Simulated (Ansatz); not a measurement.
# LiZrBr3 (built on the sites of a database entry of CsSnBr3): following an unstable mode, part 3 of 3

Wanted: the energy along a soft mode of LiZrBr3 (built on the sites of a database entry of CsSnBr3) and the structure at the end.

Ansatz 0.2.0; DFT PBEsol, scalar-relativistic, plane waves, norm-conserving pseudopotentials.

So far. Step 5 (Energy along the mode, all amplitudes (two of the runs …): The lowest of the steps tried is the last one, at 0.6 Å, 22.2 meV/atom below the parent; the bottom of the well need not coincide with a step. Step 7 (The new phase in its own primitive cell): The largest force component left is 0.86 meV/Å and the pressure is -0.001 GPa, within the tolerances set. The cell now holds 30.17 Å³/atom. The relaxed cell has a, b, c = 5.268, 7.361, 7.781 Å (conventional setting).

The structure was built from a prototype and need not be the compound's stable phase.

**8. Modes of the new phase**

A relaxed structure may still be a saddle point, so its zone-centre modes are computed. No field response is asked, since the mesh shows no gap.

The input, input.yaml:

```yaml
crystal:
  lattice:
    - [5.2683510542, 0.0, 0.0]
    - [0.0, 3.6806068714, 3.8903594425]
    - [0.0, -3.6806068714, 3.8903594425]
  atoms:
    - { symbol: Li, position: [0.0, 0.1841641719, 0.1841641719] }
    - { symbol: Zr, position: [0.5, 0.4704941295, 0.4704941295] }
    - { symbol: Br, position: [0.5, 0.9706789572, 0.4515218367] }
    - { symbol: Br, position: [0.5, 0.4515218367, 0.9706789572] }
    - { symbol: Br, position: [0.0, 0.4964877361, 0.4964877361] }
kpoints:
  mp_grid: { grid: [8, 8, 8] }
hamiltonian:
  xc: pbesol
  pseudopotentials: { kind: nc }
scf:
  occupations: { method: methfessel_paxton, width: 0.2 }
output:
  eigenvalues: true
phonons:
  method: dfpt
```

On the command line:

```sh
> ansatz run input.yaml --threads 4 --pin off --max-ram 14336MiB --backend cpu --events-out ev --progress --plain --runs-dir out
```

Numbers of over 12 decimals in the logs are rounded to 6 here.

Output:

```text
zone centre: on kpoints.mp_grid the ground state, and the responses unless they are solved on pairs of k-points, stand on 170 of the mesh's 512 k-points, reduced under 2 symmetry operations, with k and −k counted as one. Each operation leaves every solved displacement unchanged or reverses it
[...]
Crystal: 5 atoms, lattice volume = 150.874 Å³
Basis set: ecut = 1006.821291 eV, 10953 PW (Γ), exchange–correlation on 120×120×120 points (8 copies of the dense FFT grid, shifted against one another)
Bands: 23, of which v1, the nominal top of the filled ones, is band 18 counted from 1 (17 counted from 0)
Symmetry: 4 space group operations
k-points: 170 of 512 (irreducible under 2 space group operations, time reversal used)
[...]
SCF iter   1: F=—  HF=-2863.034702 eV  |F-HF|=—  |Δ(HF+E_count)|=         —  Δρ=6.34e-2  dr2=1.64e1  ethr=3.10e-3  ⟨swp⟩=6.2  Hψ=19422  notcnv=0
[...]
SCF iter  11: F=-2859.259388 eV  HF=-2859.259388 eV  |F-HF|=1.82e-12  |Δ(HF+E_count)|=  8.64e-12  S|Δr|=    0.00e0  Δρ=2.22e-8  dr2=5.35e-13  ethr=1.00e-12  ⟨swp⟩=14.1  Hψ=30718  notcnv=0
SCF 1 converged in 11 iterations: F = -2859.259388 eV  dr2 = 5.35e-13
DFPT response loops at Γ: preconditioner auto → none (partly filled bands, converged f_vac=0.164); β = 0.50; Broyden in place of MSR1
SCF converged after 11 iterations
[...]
Free energy (F): -2859.259388 eV
[...]
Internal energy: -2859.270396 eV  (E = F + TS)
E sigma→0 (E₀):  -2859.262140 eV
Entropy (-TS):   0.011008 eV (2.202 meV/atom)
Fermi energy:    6.115195 eV
[...]
--- Band table (eV; the first three rows and the last of 170) ---
  k-point 0: bands = [... 14 lower, 1.5974, 1.6137, 1.9708, 4.9754, 5.1884, 5.2768, 6.3011, 6.7914, ... 6 higher]
  k-point 1: bands = [... 14 lower, 1.5077, 1.5952, 1.8214, 5.0281, 5.3488, 5.4557, 6.4558, 6.7932, ... 6 higher]
  k-point 2: bands = [... 14 lower, 1.4212, 1.5970, 1.6032, 5.0712, 5.8248, 5.9199, 6.7830, 6.8187, ... 6 higher]
  k-point 169: bands = [... 14 lower, 1.8680, 2.1653, 2.3851, 7.2576, 7.3953, 7.4030, 7.4166, 8.5358, ... 6 higher]
--- Phonons (Γ-DFPT): 12 representative perturbations + reference, on 170 of 512 k-points (Σ response iterations 46) ---
  k mesh reduced under 2 symmetry operations, with k and −k counted as one. Each operation leaves every solved displacement unchanged or reverses it
  ASR residual: 7.143e-6 → 0.000e0 eV/Å²; symmetrization residual: 9.381e-6 eV/Å²
  ASR residual per site (eV/Å²): 2.33e-6 6.62e-6 7.14e-6 7.14e-6 3.94e-6
[...]
non-analytic LO–TO correction: not included (Born effective charges unavailable; polar crystals: no LO–TO splitting at Γ)
```

The job ended after 12 min (4 threads of Arm Neoverse V1, shared host; peak memory 6.4 GiB; 47 min of CPU time).

This step gave:

- sum-rule residual before enforcement: 7.14e-6 eV/Å²
- point group: mm2
- highest optical mode at the zone centre (no LO-TO term): 333.5 cm⁻¹
- lowest optical zone-centre mode: -152.8 cm⁻¹

Patterns of degenerate modes are one choice out of their space. The modes at Γ (shares of kinetic energy by element, %) (negative means imaginary):

```
mode  frequency (cm⁻¹)  symmetry  Li %  Zr %  Br %
   1            -152.8        B1    96     0     4
   2             -84.1        B2    96     0     4
   3               0.0  acoustic     2    27    71
   4               0.0  acoustic     2    27    71
   5               0.0  acoustic     2    27    71
   6              44.4        A2     0     0   100
   7              47.9        B2     1     0    99
   8              72.8        A1     4     0    96
   9              86.3        B2     1    29    69
  10              92.3        B1     2    27    71
  11             102.0        A1     2    29    70
  12             234.1        B2     0    44    56
  13             238.3        A1     0    44    56
  14             264.1        B1     0    46    54
  15             333.5        A1    93     0     7
```

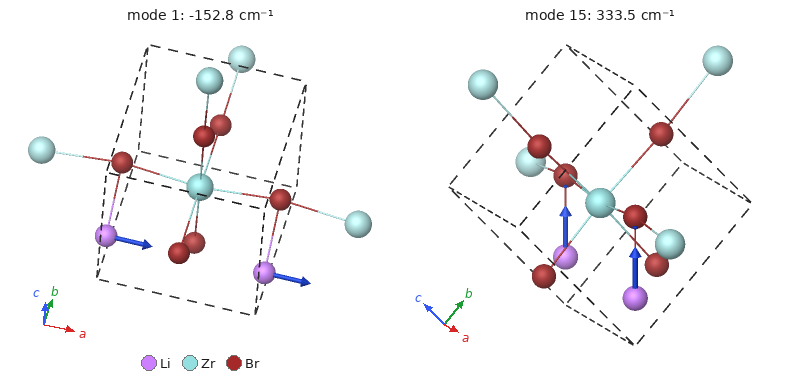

Displacement patterns of modes 1 and 15 at Γ; arrows are exaggerated. Some periodic images of atoms are drawn too.

Before it was imposed, the acoustic sum rule was missed by 7.1e-6 eV/Å². Small misses are needed for a sound result but don't prove that mesh and cutoff are converged. The lowest optical mode is imaginary, 152.8i cm⁻¹, so the energy falls along it.

**9. Results**

```yaml
unstable_mode_of_the_parent: q = (0, 0, 0), 154i cm⁻¹
depth_at_the_lowest_point_sampled: 22.2 meV/atom
largest_atomic_shift_at_that_point: 0.6 Å
space_group_reached_within_0p01_a: Amm2
energy_gained_over_the_parent_first_relaxation_on_the_mesh_of_the_frozen_mode: 87.8 meV/atom
volume_per_atom_phase_reached: 30.2 Å³
lowest_optical_zone_centre_mode_phase_reached: -153 cm⁻¹
highest_optical_mode_at_the_zone_centre_no_lo_to_term_phase_reached: 334 cm⁻¹
```

Along this mode the structure falls into Amm2, 87.8 meV/atom below the parent. At the parent's cell the well is 22.16 meV/atom deep on the steps tried, with its lowest point at a shift of 0.6 Å. That is the last step tried, so the steps alone don't bracket the bottom of the well. Relaxing atoms and cell changes the gain by +65.63 meV/atom against the lowest step (energies at zero smearing). Most of the total comes from this relaxation. The new phase still has an imaginary mode at the zone centre of its cell, so it is a saddle point on the way to a lower structure. Of the 4 patterns followed to their end from this parent, this one ends 26.4 meV/atom above the lowest, R3m. Each path keeps the symmetry of its pattern, so a lower phase may lie along a pattern not tried. With no gap, or one that is small against the smearing, the frequencies hang on the k mesh and the smearing, most of all near Kohn anomalies. The starting cell was built on a prototype and not taken from a measurement, so the phase need not exist.

[Logs are printed without paths, hosts, clocks, repeated set-up lines and the standing remarks that a program may print on its own settings, such as how far it seeks lower states.]

[Hosts, paths, dates, database ids (printed as entryN), source tags and the programs' standing remarks are cut or masked in the printed files.]
